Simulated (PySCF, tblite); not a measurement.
# C₄H₂FN₂O₄−: dynamics, then NMR shifts on frames, part 2 of 2

tblite 0.8.0 and PySCF 2.14.0. Atoms count from 0. The steps go on from the part before.

## Step 6: Nuclear shieldings: 800 fs, PBE0/pcSseg-1

What the job is given:

```
{"job": {"kind": "nmr", "xc": "PBE0", "basis": "pcSseg-1", "pop": false}, "charge": -1, "multiplicity": 1}
O      1.119100     0.097700     3.355300
C      1.050400     0.500300     2.221000
O      1.545100     1.437600     1.698600
C      0.275100    -0.453800     1.236400
N     -0.938200    -0.122400     0.805700
C     -1.297500    -1.286400     0.157700
O     -2.349700    -1.447800    -0.689000
C     -3.409000    -0.580700    -0.385200
F     -3.931100    -0.166200    -1.572600
N     -0.416800    -2.209400     0.154700
O      0.616900    -1.708200     0.904900
H     -4.084700    -1.161600     0.360900
H     -3.100500     0.334300     0.151500
```

Method: GIAO PBE0/pcSseg-1 NMR shielding, non-relativistic, gas phase.

Log:

```text
coarse grid: 13144 points
cycle   1  E = -662.6814836052  dE =  2.470e+00  |g| = 1.322e+00  |ddm| = 3.593e+00
cycle   2  E = -661.4591847913  dE =  1.222e+00  |g| = 2.686e+00  |ddm| = 3.101e+00
cycle   3  E = -662.9489382536  dE = -1.490e+00  |g| = 4.576e-01  |ddm| = 2.587e+00
cycle   4  E = -662.9910515748  dE = -4.211e-02  |g| = 1.674e-01  |ddm| = 4.727e-01
cycle   5  E = -662.9943912349  dE = -3.340e-03  |g| = 1.002e-01  |ddm| = 1.725e-01
cycle   6  E = -662.9962141263  dE = -1.823e-03  |g| = 2.679e-02  |ddm| = 8.112e-02
cycle   7  E = -662.9963367006  dE = -1.226e-04  |g| = 9.552e-03  |ddm| = 2.341e-02
cycle   8  E = -662.9963528844  dE = -1.618e-05  |g| = 2.631e-03  |ddm| = 7.237e-03
cycle   9  E = -662.9963539358  dE = -1.051e-06  |g| = 1.325e-03  |ddm| = 2.623e-03
final grid: 134000 points
cycle  10  E = -663.1069414078  dE = -1.878e-05  |g| = 1.570e-02  |ddm| = 2.368e-02
cycle  11  E = -663.1068700858  dE =  7.132e-05  |g| = 2.563e-02  |ddm| = 2.386e-02
cycle  12  E = -663.1069824345  dE = -1.123e-04  |g| = 1.579e-03  |ddm| = 1.528e-02
cycle  13  E = -663.1069829102  dE = -4.757e-07  |g| = 4.712e-04  |ddm| = 1.303e-03
cycle  14  E = -663.1069829467  dE = -3.645e-08  |g| = 1.990e-04  |ddm| = 4.324e-04
cycle  15  E = -663.1069829549  dE = -8.283e-09  |g| = 4.459e-05  |ddm| = 1.559e-04
cycle  16  E = -663.1069829553  dE = -3.402e-10  |g| = 1.585e-05  |ddm| = 3.938e-05
converged SCF energy = -663.1069829553

GIAO shielding tensors (ppm)
atom      isotropic    diamagn.    paramagn.     s11        s22        s33       span
  0 O        1.094     402.202    -401.108   -199.084     -4.326    206.692    405.776
  1 C       37.245     238.246    -201.001    -64.553     50.405    125.882    190.435
  2 O        3.344     407.485    -404.141   -197.423    -22.691    230.147    427.570
  3 C       -9.524     260.179    -269.703    -95.013    -29.201     95.643    190.656
  4 N       20.970     333.599    -312.630   -110.651    -20.391    193.951    304.602
  5 C       10.332     254.238    -243.906    -75.729     46.468     60.257    135.986
  6 O      208.531     397.916    -189.385    124.581    200.726    300.285    175.704
  7 C       77.011     244.568    -167.557     56.331     63.158    111.543     55.212
  8 F      354.916     468.301    -113.385    262.757    353.003    448.988    186.231
  9 N      -66.313     326.037    -392.350   -211.974    -63.929     76.964    288.938
 10 O      -32.070     401.290    -433.360   -152.250    -40.391     96.432    248.683
 11 H       24.766      23.993       0.773     20.970     24.405     28.922      7.952
 12 H       24.410      29.597      -5.187     19.471     25.100     28.659      9.188
```

It took 71 s on 1 thread of Intel Xeon at 2.50GHz, shared host; peak memory 0.92 GiB.

In short: δ C3 196.4, C5 176.6, C1 149.7, C7 109.9, H12 7.31, H11 6.95 ppm.

## Step 7: NMR shieldings: 1000 fs, PBE0/pcSseg-1

What the job is given:

```
{"job": {"kind": "nmr", "xc": "PBE0", "basis": "pcSseg-1", "pop": false}, "charge": -1, "multiplicity": 1}
O      1.083900    -0.409000     3.545100
C      1.016200    -0.032000     2.387100
O      1.649500     0.771500     1.724200
C      0.006600    -0.845200     1.486100
N     -1.269900    -0.522900     1.201700
C     -1.606100    -1.444800     0.200400
O     -2.727200    -1.513400    -0.482200
C     -3.609200    -0.585100    -0.069800
F     -3.982900     0.255300    -1.111700
N     -0.575900    -2.245200    -0.056400
O      0.447300    -1.872100     0.802900
H     -4.580100    -0.987700     0.277900
H     -3.200600     0.021200     0.711000
```

Level: GIAO PBE0/pcSseg-1 NMR shielding, non-relativistic, gas phase.

Log:

```text
coarse grid: 13144 points
cycle   1  E = -662.6916543312  dE =  2.403e+00  |g| = 1.313e+00  |ddm| = 3.597e+00
cycle   2  E = -661.6169507152  dE =  1.075e+00  |g| = 2.600e+00  |ddm| = 2.951e+00
cycle   3  E = -662.9692039441  dE = -1.352e+00  |g| = 3.935e-01  |ddm| = 2.392e+00
cycle   4  E = -662.9986139557  dE = -2.941e-02  |g| = 1.656e-01  |ddm| = 4.138e-01
cycle   5  E = -663.0023158181  dE = -3.702e-03  |g| = 8.793e-02  |ddm| = 1.590e-01
cycle   6  E = -663.0037226617  dE = -1.407e-03  |g| = 2.559e-02  |ddm| = 7.220e-02
cycle   7  E = -663.0038311229  dE = -1.085e-04  |g| = 1.020e-02  |ddm| = 2.304e-02
cycle   8  E = -663.0038499494  dE = -1.883e-05  |g| = 2.919e-03  |ddm| = 8.004e-03
cycle   9  E = -663.0038512912  dE = -1.342e-06  |g| = 1.261e-03  |ddm| = 2.644e-03
final grid: 134000 points
cycle  10  E = -663.1136240928  dE = -2.333e-05  |g| = 1.519e-02  |ddm| = 2.488e-02
cycle  11  E = -663.1135592608  dE =  6.483e-05  |g| = 2.459e-02  |ddm| = 2.281e-02
cycle  12  E = -663.1136623066  dE = -1.030e-04  |g| = 1.717e-03  |ddm| = 1.462e-02
cycle  13  E = -663.1136628382  dE = -5.316e-07  |g| = 5.098e-04  |ddm| = 1.288e-03
cycle  14  E = -663.1136628736  dE = -3.540e-08  |g| = 2.594e-04  |ddm| = 4.841e-04
cycle  15  E = -663.1136628864  dE = -1.281e-08  |g| = 6.446e-05  |ddm| = 2.042e-04
cycle  16  E = -663.1136628870  dE = -6.594e-10  |g| = 2.363e-05  |ddm| = 5.354e-05
converged SCF energy = -663.1136628870

GIAO shielding tensors (ppm)
atom      isotropic    diamagn.    paramagn.     s11        s22        s33       span
  0 O      -18.864     401.198    -420.062   -245.462    -36.543    225.412    470.874
  1 C       30.466     241.267    -210.801    -75.420     49.122    117.697    193.117
  2 O      -29.660     408.823    -438.483   -259.815    -34.660    205.495    465.310
  3 C       -4.654     260.237    -264.891    -79.177    -35.791    101.006    180.183
  4 N       18.629     335.184    -316.556   -109.557     -7.857    173.301    282.858
  5 C       -1.155     256.984    -258.139   -101.242     35.510     62.267    163.509
  6 O      219.353     394.157    -174.804    160.063    174.936    323.061    162.998
  7 C       83.625     236.635    -153.010     59.334     75.991    115.549     56.214
  8 F      350.811     472.109    -121.298    233.725    361.468    457.240    223.515
  9 N      -92.765     324.700    -417.466   -245.600    -80.128     47.432    293.032
 10 O      -35.846     401.075    -436.922   -152.776    -51.389     96.627    249.403
 11 H       25.851      24.645       1.207     21.398     26.437     29.719      8.321
 12 H       24.150      28.620      -4.469     18.158     24.914     29.379     11.220
```

Run time: 70 s. Hardware: 1 thread of Intel Xeon at 2.50GHz, shared host; peak memory 0.9 GiB.

This run: δ C3 191.6, C5 188.1, C1 156.5, C7 103.3, H12 7.57, H11 5.87 ppm.

## Step 8: Side by side: NMR shifts

Shifts (ppm) of some atoms, chosen among heavy atoms and hydrogens apart, with basis size and wall time:

| frame | H12 | H11 | O2 | O0 | O6 | N4 | F8 | functions | time |
| --- | --- | --- | --- | --- | --- | --- | --- | --- | --- |
| 250 fs | 5.83 | 5.79 | 318.2 | 299.5 | 163.4 | 268.4 | -156.9 | 197 | 98 s |
| 425 fs | 6.71 | 5.27 | 381.3 | 391.8 | 128.2 | 228.9 | -181.1 | 197 | 77 s |
| 625 fs | 7.38 | 6.55 | 346.5 | 381.3 | 134.3 | 222.1 | -156.5 | 197 | 75 s |
| 800 fs | 7.31 | 6.95 | 332.7 | 335.0 | 127.5 | 246.8 | -184.0 | 197 | 71 s |
| 1000 fs | 7.57 | 5.87 | 365.7 | 354.9 | 116.7 | 249.1 | -179.9 | 197 | 70 s |

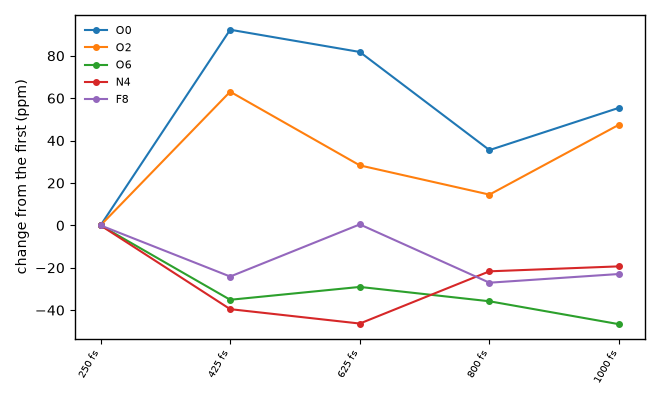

How five of the tabulated atoms move from run to run.

## Step 9: Results

The summary covers parts 1 to 2.

```
                                        quantity                           value
                                      thermostat                           400 K
                   mean temperature, second half                           370 K
         mean potential energy above the minimum                         0.40 eV
  ¹³C shifts against TMS (PBE0/pcSseg-1, 250 fs)  199.1, 187.2, 151.9, 111.3 ppm
   ¹H shifts against TMS (PBE0/pcSseg-1, 250 fs)                  5.83, 5.79 ppm
  ¹⁷O shifts against H2O (PBE0/pcSseg-1, 250 fs)  380.7, 318.2, 299.5, 163.4 ppm
  ¹⁵N shifts against NH3 (PBE0/pcSseg-1, 250 fs)                336.7, 268.4 ppm
¹⁹F shifts against CFCl3 (PBE0/pcSseg-1, 250 fs)                      -156.9 ppm
                        range of the shift of O0              299.5 to 391.8 ppm
```

What this shows: In the second half the potential energy averages 0.40 eV above the minimum; equipartition over 33 harmonic modes at 400 K would give 0.57 eV. With 13 atoms the temperature swings widely (215 to 538 K). Shifts at one fixed geometry are not the observed spectrum, which averages over the motion. In the first frame run (250 fs): Shielding is most anisotropic at N4 (span 292 ppm, paramagnetic term -335 ppm). NICS(1)zz of -23 ppm above the planar ring from C3 marks a diatropic (aromatic) ring current. Across the 5 runs the shift of O0 moves most, between 299.5 (250 fs) and 391.8 ppm (425 fs).
